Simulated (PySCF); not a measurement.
## Electronic structure of TbO (octet) in real space

```xyz
2

Tb    0.0000    0.0000   -0.1632
O     0.0000    0.0000    1.6218
```

The calculation used PySCF, PBE0/x2c-TZVPall, spin-free X2C-1e, Gaussian nucleus, at a bond length of 1.785 Å.

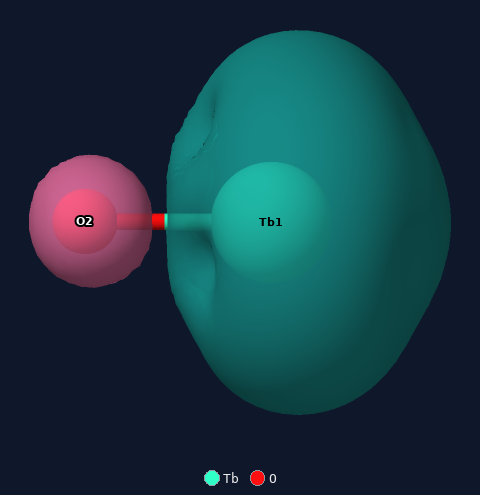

Figure 1. Isosurfaces of the spin density at +0.02 (teal) and −0.02 e/Å³ (pink), seen from one side.

**Describe the spin distribution.**

The unpaired spin (7 electrons) lies mostly on Tb1 (about 7.0), in electrons by Hirshfeld's partition.

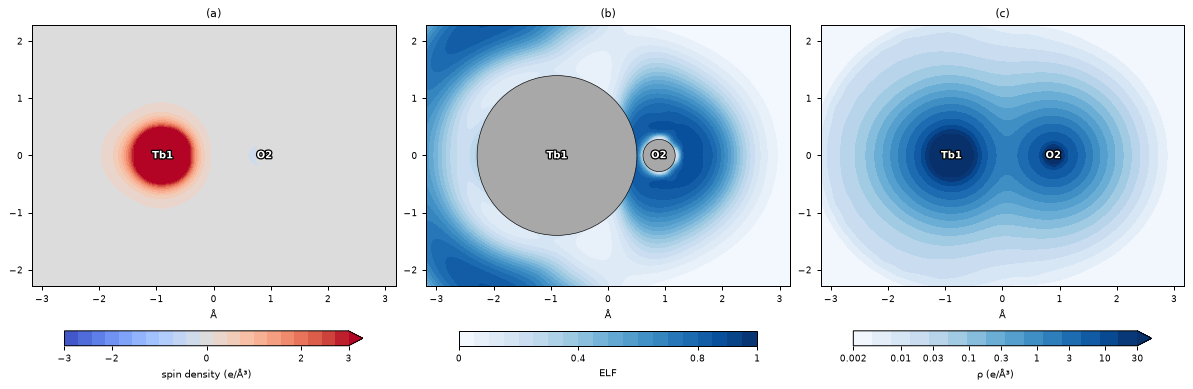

Figure 2. (a) spin density (α minus β); (b) ELF; (c) total electron density on a plane that holds the molecular axis. Grey discs cover the atomic cores in the ELF map.

**What do the fields say about this system?**

The section cuts through Tb and O sites. Tb–O (1.78 Å): ρ is about 1.7 e/Å³ halfway; the ELF peaks at about 0.80 in the valence shell of O, 0.5 Å from its nucleus, and drops to about 0.45 between the two atoms.

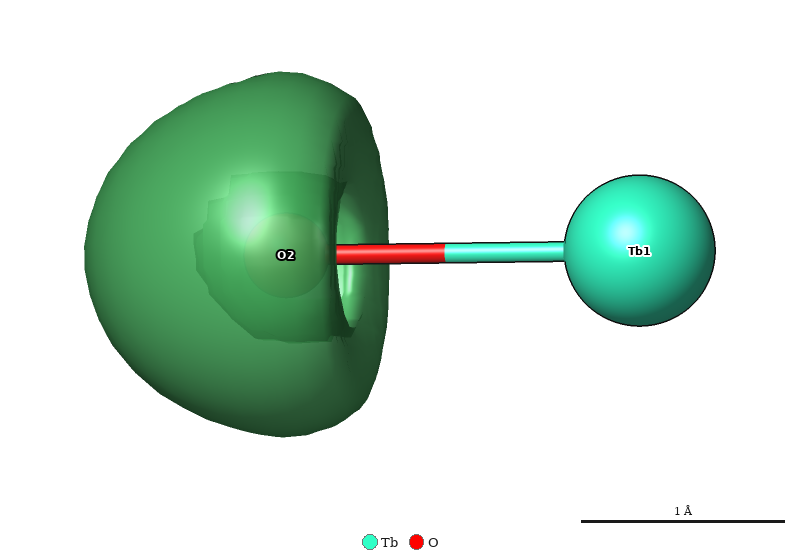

Figure 3. Isosurface of the electron localisation function at 0.75 (green), seen from one side. Only the valence region is drawn (cores and ρ < 0.01 e/Å³ removed).

**Identify the bonds, lone pairs and shells in this picture.**

At this value the surface marks out one region wrapped around O (its valence shell). Along the contacts the grid gives the following. Tb–O (1.78 Å): the ELF peaks at about 0.80 in the valence shell of O, 0.5 Å from its nucleus, and drops to about 0.45 between the two atoms.
